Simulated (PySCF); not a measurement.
# TPSS/def2-SVP run of GaHCl2O (SMILES [OH][Ga]([Cl])[Cl])

What is the energy change on altering one bond length of GaHCl2O at TPSS/def2-SVP? Input form: a Python script.

Program for the calculation: PySCF 2.14.0.

1 further run of the same task is left out (set aside as unsound or not needed).

### Step 1. The molecule

The species is GaHCl2O (5 atoms), meant as a singlet with charge 0. SMILES: `[OH][Ga]([Cl])[Cl]`. The coordinates come from a PBE0-D4/def2-TZVP relaxation.

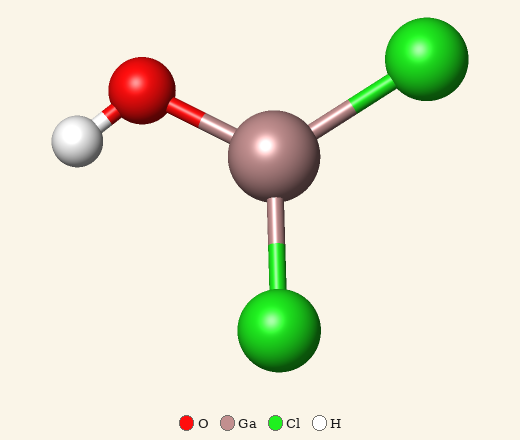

Viewed from a chosen angle; oxygen red, gallium pink, chlorine green, hydrogen white.

### Step 2. The energy at TPSS/def2-SVP

input.py

```python
from pyscf import gto, dft

mol = gto.M(
    atom=[
    ('O', (0.254500, 1.354600, 0.245900)),
    ('Ga', (0.118500, -0.394500, 0.056800)),
    ('Cl', (1.500000, -1.634900, 1.057700)),
    ('Cl', (-1.407900, -1.236300, -1.155800)),
    ('H', (-0.415200, 1.837400, -0.246000)),
],
    charge=0,
    verbose=3,
    max_memory=1860,
    basis='def2-svp',
)

mf = dft.RKS(mol, xc='tpss')
mf.grids.level = 5
mf.conv_tol = 1e-10
mf.kernel()
if not mf.converged:
    mf = mf.newton().run(mf.mo_coeff, mf.mo_occ)

e_final = mf.e_tot
print('Final energy', e_final)
```

Run with:

```sh
$ OMP_NUM_THREADS=1 python input.py
```

What it wrote:

```text
converged SCF energy = -2920.66768184233
Final energy -2920.667681842335
```

Run time: 32 s. Hardware: 1 thread of Intel Xeon at 2.70GHz, shared host; peak memory 0.46 GiB.

### Step 3. The distorted shape at the same level

geometry.xyz

```xyz
5
Cl2GaHO
O      0.589329     1.113215     0.491835
Ga     0.453329    -0.635885     0.302735
Cl     1.834829    -1.876285     1.303635
Cl    -1.073071    -1.477685    -0.909865
H     -0.415200     1.837400    -0.246000
```

run.py

```python
from pyscf import gto, dft

mol = gto.M(
    atom='geometry.xyz',
    max_memory=1860,
    basis='def2-svp',
    spin=0,
    verbose=3,
)

ks = dft.RKS(mol, xc='tpss')
ks.conv_tol = 1e-10
ks.grids.level = 5
ks.kernel()
if not ks.converged:
    ks = ks.newton().run(ks.mo_coeff, ks.mo_occ)

e_tot = ks.e_tot
print('E = %.10f Eh' % e_tot)
```

Run with:

```sh
$ OMP_NUM_THREADS=1 python run.py
```

What it wrote:

```text
converged SCF energy = -2920.58960881426
E = -2920.5896088143 Eh
```

It took 30 s on 1 thread of Intel Xeon at 2.70GHz, shared host; peak memory 0.46 GiB.

### Step 4. Summary of results

At TPSS/def2-SVP:

```
                                                         quantity           value
                                        first shape: total energy  -2920.66768 Eh
                                       first shape: dipole moment          1.61 D
                                         first shape: HOMO energy        -7.79 eV
                                         first shape: LUMO energy        -2.19 eV
                                       first shape: HOMO–LUMO gap         5.59 eV
                                    distorted shape: total energy  -2920.58961 Eh
                                   distorted shape: dipole moment          1.90 D
                                     distorted shape: HOMO energy        -7.55 eV
                                     distorted shape: LUMO energy        -3.40 eV
                                   distorted shape: HOMO–LUMO gap         4.15 eV
energy change with the O1–H5 bond stretched from 0.961 to 1.442 Å        2.124 eV
```

**Reading.** With the O1–H5 bond stretched from 0.961 to 1.442 Å the energy rises by 2.12 eV (49 kcal/mol). The first shape isn't relaxed at this level, so the change isn't measured from a minimum. Mulliken charges (distorted shape) run from -0.45 on O1 to +0.61 on Ga2.
